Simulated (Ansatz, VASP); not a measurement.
# Cross-check of SiB between VASP and Ansatz

Wanted: the spread between two codes on one cell, functional and k mesh. The cell is invented: As first built, before any earlier steps moved the atoms (in the runner's words): it takes the HfB structure with some of its atoms replaced by other elements, volume scaled by an estimate. It may not be a known or stable phase. The cell is taken from a series of VASP runs on this material, whose earlier steps may have relaxed, scaled or displaced it; both programs get it as it stands. Other levels of theory on this material are compared in a session of their own. Valence electrons are named where the data sets of a main pair hold unlike numbers.

Program: Ansatz 0.2.0. Level of theory: plane waves, with VASP 6.6.1 beside it; band structure at r2SCAN. Results are calculated unless marked as measured.

**1. The structure**

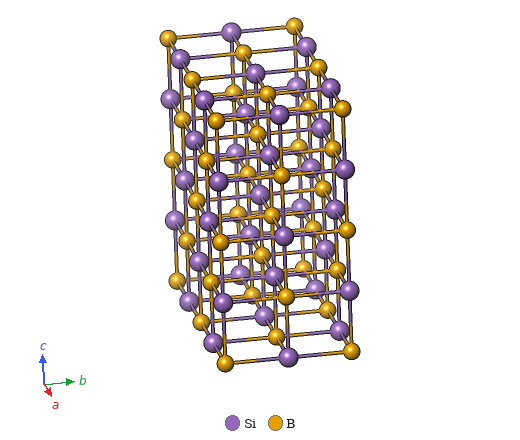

Start, viewed slightly off an axis; silicon purple, boron orange. 2×1×2 cells are drawn. This picture shows the conventional cell, with its axes. Some periodic images of atoms are drawn too.

Coordinates:

```xyz
2
Lattice="0.0000 2.1607 2.1607 2.1607 0.0000 2.1607 2.1607 2.1607 0.0000" Properties=species:S:1:pos:R:3 pbc="T T T"
Si    2.1607    2.1607    2.1607
B     0.0000    0.0000    0.0000
```

**2. VASP: band structure, r2SCAN**

A single point gives forces, pressure and levels at one fixed geometry, so differences don't come from the geometry; what else differs is listed under the comparison.

Lines of VASP's logs that name or quote its potential files are left out, and so is its time.

Input file INCAR:

```
SYSTEM = SiB
PREC = Accurate
ENCUT = 420
EDIFF = 1E-06
NELM = 100
ISMEAR = 0
SIGMA = 0.02
LREAL = .FALSE.
ALGO = Normal
METAGGA = R2SCAN
LASPH = .TRUE.
NBANDS = 15
LORBIT = 11
LWAVE = .FALSE.
LCHARG = .FALSE.
KPAR = 4
```

Input file POSCAR:

```
SiB
1.0
    0.0000000000      2.1606624327      2.1606624327
    2.1606624327      0.0000000000      2.1606624327
    2.1606624327      2.1606624327      0.0000000000
Si B
1 1
Direct
    0.5000000000      0.5000000000      0.5000000000
    0.0000000000      0.0000000000      0.0000000000
```

Input file KPOINTS:

```
Automatic mesh
0
Gamma
6 6 6
0 0 0
```

Input file KPOINTS_OPT:

```
Line mode
16
Line-mode
Reciprocal
  0.00000000   0.00000000   0.00000000 GAMMA
  0.50000000   0.00000000   0.50000000 X

  0.50000000   0.00000000   0.50000000 X
  0.50000000   0.25000000   0.75000000 W

  0.50000000   0.25000000   0.75000000 W
  0.37500000   0.37500000   0.75000000 K

  0.37500000   0.37500000   0.75000000 K
  0.00000000   0.00000000   0.00000000 GAMMA

  0.00000000   0.00000000   0.00000000 GAMMA
  0.50000000   0.50000000   0.50000000 L

  0.50000000   0.50000000   0.50000000 L
  0.62500000   0.25000000   0.62500000 U

  0.62500000   0.25000000   0.62500000 U
  0.50000000   0.25000000   0.75000000 W

  0.50000000   0.25000000   0.75000000 W
  0.50000000   0.50000000   0.50000000 L

  0.50000000   0.50000000   0.50000000 L
  0.37500000   0.37500000   0.75000000 K

  0.62500000   0.25000000   0.62500000 U
  0.50000000   0.00000000   0.50000000 X
```

The projector-augmented-wave data sets are Si and B (PBE family, release 64).

On the command line:

```bash
> mpirun -np 4 vasp_std
```

Numbers of over 12 decimals in the logs are rounded to 6 here.

The program printed:

```text
[banner, memory and clock lines left out]
running    4 mpi-ranks, on    1 nodes
 distrk:  each k-point on    1 cores,    4 groups
 distr:  one band on    1 cores,    1 groups

 POSCAR found type information on POSCAR SiB
 POSCAR found :  2 types and       2 ions
|                                                                             |
|               ----> ADVICE to this user running VASP <----                  |
|                                                                             |
|     You enforced a specific xc type in the INCAR file but a different       |
|     [... a line on the potential file left out ...]
|     I HOPE YOU KNOW WHAT YOU ARE DOING!                                     |
|                                                                             |

 LDA part: xc-table for (None), standard interpolation
 POSCAR, INCAR and KPOINTS ok, starting setup
 FFT: planning ... GRIDC
 FFT: planning ... GRID_SOFT
 FFT: planning ... GRID
 WAVECAR not read
 entering main loop
       N       E                     dE             d eps       ncg     rms          rms(c)
DAV:   1    -0.249888115852E+01   -0.24989E+01   -0.28450E+03   487   0.341E+02
DAV:   2    -0.157905346554E+02   -0.13292E+02   -0.12893E+02   641   0.737E+01
DAV:   3    -0.160739685417E+02   -0.28343E+00   -0.28226E+00   543   0.734E+00
DAV:   4    -0.160743319708E+02   -0.36343E-03   -0.36342E-03   620   0.366E-01
DAV:   5    -0.160743325050E+02   -0.53416E-06   -0.53399E-06   522   0.132E-02    0.573E+00
DAV:   6    -0.147831620321E+02    0.12912E+01   -0.55136E-01   501   0.312E+00    0.339E+00
DAV:   7    -0.147924325869E+02   -0.92706E-02   -0.12185E-01   585   0.143E+00    0.132E+00
DAV:   8    -0.148001429576E+02   -0.77104E-02   -0.73686E-03   564   0.464E-01    0.122E-01
DAV:   9    -0.148000272563E+02    0.11570E-03   -0.12659E-03   557   0.142E-01    0.405E-02
DAV:  10    -0.148000578250E+02   -0.30569E-04   -0.62045E-05   494   0.526E-02    0.143E-02
DAV:  11    -0.148000566041E+02    0.12209E-05   -0.53156E-06   571   0.918E-03    0.333E-03
DAV:  12    -0.148000573695E+02   -0.76539E-06   -0.37910E-07   317   0.329E-03
   1 F= -.14800057E+02 E0= -.14799861E+02  d E =-.392603E-03
 Start KPOINTS_OPT (optional k-point list driver)
k-point batch [1-16\160]
       N       E                     dE             ncg
DAV:   1     0.661520922424E+03   -0.17216E+04      480
DAV:   2     0.464014654107E+03   -0.19751E+03      613
DAV:   3     0.459536769957E+03   -0.44779E+01      572
DAV:   4     0.459531151697E+03   -0.56183E-02      557
DAV:   5     0.459531139800E+03   -0.11896E-04      550
DAV:   6     0.459531139771E+03   -0.29332E-07      493
[...]
k-point batch [145-160\160]
       N       E                     dE             ncg
DAV:   1     0.500321878209E+03   -0.37757E+04      480
DAV:   2     0.287359274183E+03   -0.21296E+03      649
DAV:   3     0.284173402134E+03   -0.31859E+01      641
DAV:   4     0.284168955131E+03   -0.44470E-02      571
DAV:   5     0.284168946019E+03   -0.91120E-05      634
DAV:   6     0.284168945993E+03   -0.26077E-07      578
```

From OUTCAR (step 2):

```text
ion  position               nearest neighbor table
   1  0.500  0.500  0.500-   2 2.16   2 2.16   2 2.16   2 2.16   2 2.16   2 2.16
   2  0.000  0.000  0.000-   1 2.16   1 2.16   1 2.16   1 2.16   1 2.16   1 2.16

  LATTYP: Found a face centered cubic cell.
 ALAT       =     4.3213248654

 Subroutine GETGRP returns: Found 48 space group operations
 (whereof 48 operations were pure point group operations)

The static configuration has the point symmetry O_h .

 Found     16 irreducible k-points:

   k-points           NKPTS =     16   k-points in BZ     NKDIM =     16   number of bands    NBANDS=     15

   dimension x,y,z NGX =    20 NGY =   20 NGZ =   20
   dimension x,y,z NGXF=    40 NGYF=   40 NGZF=   40

   ENCUT  =  420.0 eV  30.87 Ry    5.56 a.u.   5.11  5.11  5.11*2*pi/ulx,y,z

   NELECT =       7.0000    total number of electrons

 k-points in reciprocal lattice and weights: Automatic mesh
   0.00000000  0.00000000  0.00000000       0.005
   0.16666667  0.00000000  0.00000000       0.037
   0.33333333  0.00000000  0.00000000       0.037
   0.50000000  0.00000000  0.00000000       0.019
   0.16666667  0.16666667  0.00000000       0.028
   0.33333333  0.16666667  0.00000000       0.111
   0.50000000  0.16666667  0.00000000       0.111
  -0.33333333  0.16666667  0.00000000       0.111
  -0.16666667  0.16666667  0.00000000       0.056
[...]
-0.33333333  0.33333333  0.16666667       0.111
  -0.33333333  0.50000000  0.16666667       0.056

 average (electrostatic) potential at core
       1 -83.1854       2 -24.1483

 E-fermi :   9.5004

 k-point     1 :       0.0000    0.0000    0.0000
  band No.  band energies     occupation
      1      -6.5343      2.00000
      2      11.3808      0.00000
      3      11.3808      0.00000
      4      11.3808      0.00000
      5      18.3431      0.00000
      6      18.3431      0.00000
    ...

 k-point     2 :       0.1667    0.0000    0.0000
  band No.  band energies     occupation
      1      -5.8941      2.00000
      2       8.2271      2.00000
      3      11.0302      0.00000
      4      11.0302      0.00000
      5      17.9373      0.00000
      6      17.9373      0.00000
      7      18.2361      0.00000
    ...

 k-point     3 :       0.3333    0.0000    0.0000
  band No.  band energies     occupation
      1      -3.9881      2.00000
      2       3.3481      2.00000
      3      10.6671      0.00000
      4      10.6671      0.00000
      5      15.1212      0.00000
      6      15.1212      0.00000
      7      17.9026      0.00000
    ...

  Total       -0.1992877     -0.1992877     -0.1992877      0.0000000      0.0000000      0.0000000
  in kB      -15.8270608    -15.8270608    -15.8270608      0.0000000      0.0000000      0.0000000
  external PRESSURE =     -15.8270608 kB  Pullay stress =       0.0000000 kB

  energy-cutoff  :      420.00
  volume of cell :       20.17
      direct lattice vectors                 reciprocal lattice vectors
     0.000000000  2.160662433  2.160662433    -0.231410512  0.231410512  0.231410512
     2.160662433  0.000000000  2.160662433     0.231410512 -0.231410512  0.231410512
     2.160662433  2.160662433  0.000000000     0.231410512  0.231410512 -0.231410512

 POSITION                                       TOTAL-FORCE (eV/Angst)
 -----------------------------------------------------------------------------------
      2.16066      2.16066      2.16066         0.000000      0.000000      0.000000
      0.00000      0.00000      0.00000        -0.000000     -0.000000     -0.000000
 -----------------------------------------------------------------------------------
    total drift:                                0.000000     -0.000000     -0.000000

  FREE ENERGIE OF THE ION-ELECTRON SYSTEM (eV)
  ---------------------------------------------------
  free  energy   TOTEN  =       -14.8000573695 eV

  energy  without entropy=      -14.7996647666  energy(sigma->0) =      -14.79986107

 total charge
# of ion       s       p       d       tot
------------------------------------------
    1        0.716   0.880   0.000   1.597
    2        0.722   1.157   0.000   1.880
--------------------------------------------------
tot          1.439   2.038   0.000   3.476

[... 3 further parts left out ...]
```

The run ends at a pressure of -1.58 GPa.

**3. Ansatz: band structure, r2SCAN**

Ansatz runs on its default PAW (the set named soft_2) files.

The same cell, functional, mesh and smearing now go to Ansatz, which takes its cutoff from its data sets.

Input file input.yaml:

```yaml
crystal:
  lattice:
    - [0.0, 2.1606624327, 2.1606624327]
    - [2.1606624327, 0.0, 2.1606624327]
    - [2.1606624327, 2.1606624327, 0.0]
  atoms:
    - { symbol: Si, position: [0.5, 0.5, 0.5] }
    - { symbol: B, position: [0.0, 0.0, 0.0] }
hamiltonian:
  xc: r2scan
  pseudopotentials: { kind: paw }
kpoints:
  mp_grid: { grid: [6, 6, 6] }
  band_path:
    path:
      - [0.0, 0.0, 0.0]
      - [0.16667, 0.0, 0.16667]
      - [0.33333, 0.0, 0.33333]
      - [0.5, 0.0, 0.5]
      - [0.5, 0.08333, 0.58333]
      - [0.5, 0.18333, 0.68333]
      - [0.5, 0.25, 0.75]
      - [0.45, 0.3, 0.75]
      - [0.40833, 0.34167, 0.75]
      - [0.35, 0.35, 0.7]
      - [0.225, 0.225, 0.45]
      - [0.075, 0.075, 0.15]
      - [0.03333, 0.03333, 0.03333]
      - [0.23333, 0.23333, 0.23333]
      - [0.4, 0.4, 0.4]
      - [0.51667, 0.46667, 0.51667]
      - [0.55833, 0.38333, 0.55833]
      - [0.60833, 0.28333, 0.60833]
      - [0.60833, 0.25, 0.64167]
      - [0.55833, 0.25, 0.69167]
      - [0.51667, 0.25, 0.73333]
      - [0.5, 0.3, 0.7]
      - [0.5, 0.38333, 0.61667]
      - [0.5, 0.48333, 0.51667]
      - [0.475, 0.475, 0.55]
      - [0.425, 0.425, 0.65]
      - [0.38333, 0.38333, 0.73333]
      - [0.59167, 0.18333, 0.59167]
      - [0.55, 0.1, 0.55]
      - [0.5, 0.0, 0.5]
    npoints: 1
scf:
  occupations: { method: gaussian, width: 0.02 }
  n_extra_bands: 7
output:
  forces: true
  stress: true
  eigenvalues: true
```

On the command line:

```bash
> ansatz run input.yaml --threads 2 --pin off --max-ram 4608MiB --backend cpu --events-out ev --progress --plain --runs-dir out
```

The program printed:

```text
scf.n_extra_bands = 7 over 4 filled bands (N_el = 7.0): the run solves 11 bands
Engine: ansatz 0.2.0, aarch64-unknown-linux-gnu
Pseudopotentials: kind: paw
Pseudopotential: Si, paw, valence charge 4, recommended cutoff 500 eV (meta_gga), Si.paw.azcp
Pseudopotential: B, paw, valence charge 3, recommended cutoff 500 eV (meta_gga), B.paw.azcp
Functional definition: r2SCAN
  parameter k0 = 0.174
  parameter k1 = 0.065
  parameter a1 = 4.9479
  exchange = r2scan_x(k0 = k0, k1 = k1, a1 = a1)
  correlation = r2scan_c
Crystal: 2 atoms, lattice volume = 20.174 Å³
Basis set: ecut = 500 eV, 531 PW (Γ), exchange–correlation on 96×96×96 points (64 copies of the dense FFT grid, shifted against one another)
Bands: 11, of which v1, the nominal top of the filled ones, is band 4 counted from 1 (3 counted from 0)
Symmetry: 48 space group operations
Space group: Fm-3m (ITA 225), of the structure as read, at distance tolerance 2.7e-5 Å
k-points: 16 of 216
Non-local potential: Si, projectors of the file, l = 0: 2, l = 1: 2, l = 2: 2
Non-local potential: B, projectors of the file, l = 0: 2, l = 1: 2, l = 2: 1
PAW form: soft (Blöchl's): semilocal exchange-correlation on the pseudo side does not see the compensation charge
PAW frozen core: Si, regenerated for the run's functional (the file was generated under x = pbe(κ = 0.804, μ = 0.219515), c = pbe(β = 0.066725))
PAW frozen core: B, regenerated for the run's functional (the file was generated under x = pbe(κ = 0.804, μ = 0.219515), c = pbe(β = 0.066725))
PAW one-centre angular grid: Si, 302 points (default); XC on 160 Gauss nodes
PAW one-centre angular grid: B, 302 points (default); XC on 160 Gauss nodes
Initial density: superposition of atomic densities (neutral atoms: chi_scale 0, normalization atom), corrected by the library's trained network
Initial wavefunctions: pseudopotential atomic-orbital guess
Functional: x = r2scan, c = r2scan; τ floored in thin density (d = 2e-4 eV/Å³)
SCF iter   1: F=—  HF=-794.259265 eV  |F-HF|=—  |Δ(HF+E_count)|=         —  Δρ=7.23e-3  dr2=8.50e-3  dr2_τ=9.76e-2  ethr=1.77e-3  ⟨swp⟩=6.2  Hψ=1274  notcnv=0  defer=1
preconditioner: auto → none  [insulator: Δε(μ)=0.173 eV  Ē_g=17.323 eV  σ=0.020 eV  W_gap=0.83  n_scr=0 (ndim 8)  ℏωp=21.9 eV  f_vac=0.000  D(μ)=1.96/eV (n_scr^D=26)  ε∞_Penn≈2.6]
SCF iter   2: F=—  HF=-794.312875 eV  |F-HF|=—  |Δ(HF+E_count)|=   5.36e-2  Δρ=3.72e-3  dr2=1.67e-3  dr2_τ=3.91e-5  ethr=1.21e-4  ⟨swp⟩=2.0  Hψ=447  notcnv=0  defer=33
SCF iter   3: F=—  HF=-794.313455 eV  |F-HF|=—  |Δ(HF+E_count)|=   5.80e-4  Δρ=8.41e-4  dr2=8.89e-5  dr2_τ=3.53e-6  ethr=2.39e-5  ⟨swp⟩=2.9  Hψ=265  notcnv=0  defer=33
SCF iter   4: F=—  HF=-794.313490 eV  |F-HF|=—  |Δ(HF+E_count)|=   3.50e-5  Δρ=7.82e-5  dr2=7.43e-7  dr2_τ=2.23e-8  ethr=1.27e-6  ⟨swp⟩=2.1  Hψ=194  notcnv=0  defer=33
iter 5 did not close the SCF: its close was put off for the readings that it lacked (scf_convergence_deferred on its scf_iter line)
SCF iter   5: F=-794.313490 eV  HF=-794.313490 eV  |F-HF|=9.92e-8  |Δ(HF+E_count)|=   3.15e-7  Δρ=2.07e-5  dr2=3.07e-8  dr2_τ=1.12e-9  ethr=1.06e-8  ⟨swp⟩=2.0  Hψ=195  notcnv=0  defer=33
SCF iter   6: F=-794.313490 eV  HF=-794.313490 eV  |F-HF|=3.14e-10  |Δ(HF+E_count)|=   1.10e-7  Δρ=1.74e-6  dr2=4.51e-10  dr2_τ=1.22e-11  ethr=4.39e-10  ⟨swp⟩=6.2  Hψ=788  notcnv=0
SCF 1 converged in 6 iterations: F = -794.313490 eV  dr2 = 4.51e-10
  greatest PAW one-centre occupation: 0.621 electrons in one spin orbital (limit 2), on the Si atom at site 0 (counted from 0), in its partial waves of l = 0
NSCF: frozen V_eff on 30 k-points
SCF converged after 6 iterations
Free energy (F): -794.313490 eV
Harris-Foulkes:  -794.313490 eV  (|F-HF|=3.14e-10)
Internal energy: -794.313098 eV  (E = F + TS)
E sigma→0 (E₀):  -794.313294 eV
Entropy (-TS):   -0.000393 eV (-0.196 meV/atom)
Fermi energy:    11.047547 eV
--- Per-component energies (eV) ---
  E_band       = 33.496383
  E_kinetic    = 90.724208
  E_local      = -6.507173  (includes V_loc(G=0)·N_el)
  E_nonlocal   = 35.328744
  E_hartree    = 3.735820
  E_xc         = -83.634443
  E_vxc        = -92.563752  (∫ρ·V_xc dr)
  E_paw        = -599.317855  (= ΣΔE_a)
  E_vpaw       = -5.138372  (= ΣTr[D̂ρ^β])
  E_aug_tail   = 0.000003  (compensation charges beyond the density's cutoff)
  E_vtau       = 4.181143  (kinetic-family band-sum trace: ∫τ·v_τ [+ j·A + Jᵃ·Aᵃ] dr)
  E_ewald      = -234.547527
  E_core_change = -0.094875  (= ΣΔE_core)
  E_smearing   = -0.000393  (= −TS)
  E_closure    = -0.000000  (closes the sum)
  Σ components = -794.313490   (vs F -794.313490, Δ=0.00e0)
--- Forces (eV/Å), atoms counted from 1 ---
  atom   1  Si     0.00000000    -0.00000000    -0.00000000
  atom   2  B     -0.00000000    -0.00000000     0.00000000
  max |Σ_I F_I| component: 6.08e-31 eV/Å
--- Stress (GPa, compression-positive) ---
       -1.575010      -0.000000      -0.000000
        0.000000      -1.575010      -0.000000
       -0.000000      -0.000000      -1.575010
  P = ⅓ Tr σ = -1.5750 GPa (-15.750 kbar)
--- Band table (eV; the first three rows and the last of 16) ---
  k-point 0: bands = [-4.9894, 12.9292, 12.9292, 12.9292, 19.8667, 19.8667, 19.8667, 22.0496, ... 3 higher]
  k-point 1: bands = [-4.3492, 9.7728, 12.5771, 12.5771, 19.4824, 19.4824, 19.7647, 21.5334, ... 3 higher]
  k-point 2: bands = [-2.4431, 4.8930, 12.2115, 12.2115, 16.6723, 16.6723, 19.4343, 20.9475, ... 3 higher]
  k-point 15: bands = [3.1136, 3.5856, 5.4577, 5.9093, 14.7495, 18.2297, 21.2865, 25.3810, ... 3 higher]
```

Wall time 1.6 s (2 threads of Arm Neoverse N1, shared host); peak memory 0.3 GiB; 2.6 s of CPU time.

Reading the cycles: dr2 is the Hartree energy of the density residual (eV), the measure of convergence; HF is the Harris–Foulkes estimate of the energy, which meets the free energy F at convergence.

**4. Differences**

Known differences besides the potentials themselves: VASP keeps PBE cores, Ansatz makes them for the functional; the cutoff is 500 eV in Ansatz and 420 eV in VASP. Total energies have different zeros and are not compared.

Compared:

```csv
quantity,Ansatz,VASP,difference
pressure (GPa),-1.58,-1.58,+0.01
```

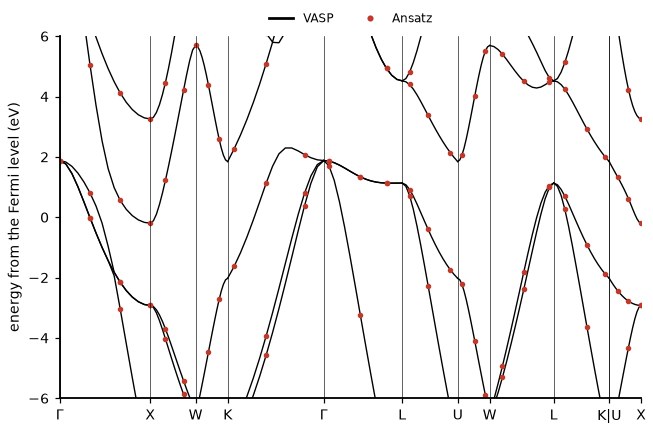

Bands from VASP (lines) and levels from Ansatz (dots). Dots without a line are higher empty bands that the VASP plot leaves out.

Levels from 3 eV below to 2 eV above the Fermi level differ by 2 meV r.m.s. and 4 meV at most; each VASP level is matched to the nearest of Ansatz, which flatters the figure a little. Ansatz's pressure holds a Pulay correction of 0.01 GPa; VASP's holds none.

**5. Outcome**

| Property | Result |
| --- | --- |
| r.m.s. difference of levels near the Fermi level (band structure, r2SCAN) | 2.1 meV |

What this shows: The r.m.s. difference of levels near the Fermi level is 2.1 meV (band structure, r2SCAN), within the 80 meV picked in this series as the mark of a large difference. 5 further runs of this series are not shown here. Such differences can come from data sets, numerical settings and the points named under the comparisons, not from the functional's error against experiment.

[Lines on the potential files, build, host, timing and source positions are cut from VASP's logs without a mark.]

[Logs are printed without paths, hosts, clocks, repeated set-up lines and the standing remarks that a program may print on its own settings, such as how far it seeks lower states.]

[Hosts, paths, dates, database ids (printed as entryN), source tags and the programs' standing remarks are cut or masked in the printed files.]
